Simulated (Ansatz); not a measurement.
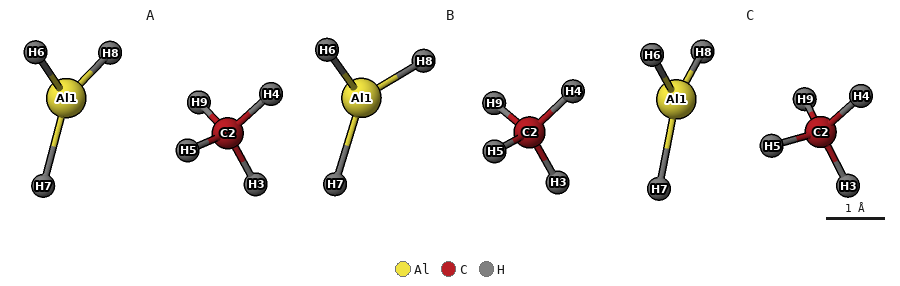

3 geometries from one relaxation of CH₇Al, in shuffled order. The picture is a ball-and-stick view, seen at a tilt.

The run prepares an end point of a later path (reaction) calculation, from a guessed geometry.

These are results of RKS r2SCAN/def2-SVP in Ansatz 0.2.0, not measurements. (no spin polarisation; force threshold 0.03 eV/Å; at most 50 steps)

> Put them in the order of the run, from the start to the converged end.

B, A, C. They are steps 0, 3, 9, at +17.8 kJ/mol, +5.78 kJ/mol relative to the last. The largest move after the best rigid fit is that of H8, 0.49 Å. Largest moves by element: H 0.49 Å, Al 0.27 Å, C 0.16 Å. Some distances before and after: Al1–C2 3.164 → 2.743 Å, Al1–H9 2.327 → 2.232 Å, Al1–H8 1.568 → 1.593 Å, C2–H9 1.113 → 1.107 Å. Over 8 accepted moves (9 points after the start) the energy falls by 17.8 kJ/mol. The largest force component goes from 0.44 to 0.016 eV/Å. The line search rejected the trial step at point 8 of the run.
